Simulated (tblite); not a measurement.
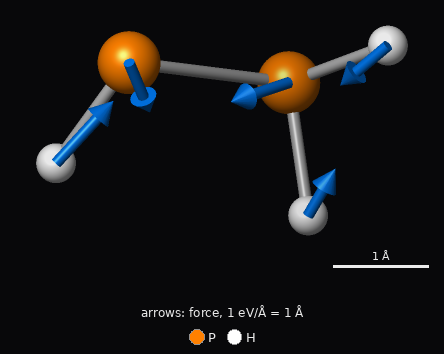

Starting geometry of P2H3 (charge −1) with the computed forces as blue arrows. The picture is a ball-and-stick view, seen from a free direction.

All numbers below come from GFN2-xTB geometry optimisation, gas phase in tblite 0.8.0. 

### Is this structure relaxed? If not, where do the atoms go?

It isn't relaxed: the largest force vector, on an H atom, is 0.90 eV/Å. The final displacements follow the starting forces only in part (cosine between the two patterns 0.53). Over 33 geometry steps the energy falls by 8.19 kcal/mol. The atom that moves furthest after the best rigid fit is an H atom (0.74 Å). Largest moves by element: H 0.74 Å, P 0.65 Å. Among the contacts that change: P–P 2.197 → 2.087 Å, H–P 1.422 → 1.370 Å, H–P 1.426 → 1.401 Å. Among the angles between lasting bonds that change: H–P–H 96.3° → 88.6°, P–P–H 95.3° → 90.4°, P–P–H 98.5° → 101.8°. Groups turn about P–P by about 80°.
